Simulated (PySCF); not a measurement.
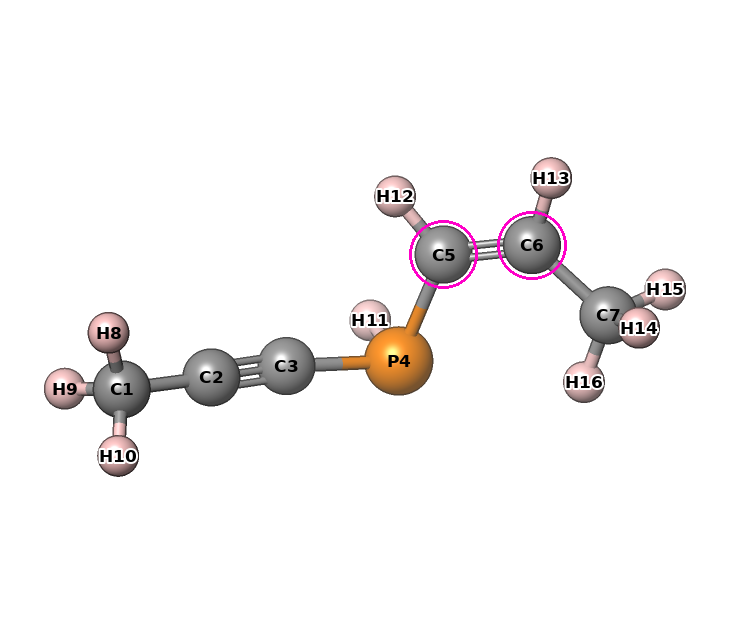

Depth is shown by fading: the farther an atom, the more it takes the colour of the background. Circles mark the stereogenic atoms. The computed structure is the end point of a PBE0-D3(BJ)/def2-SVP optimisation. No frequency run is at hand to confirm it as a minimum.

Q: Assign CIP descriptors.

A: C5=C6: Z.
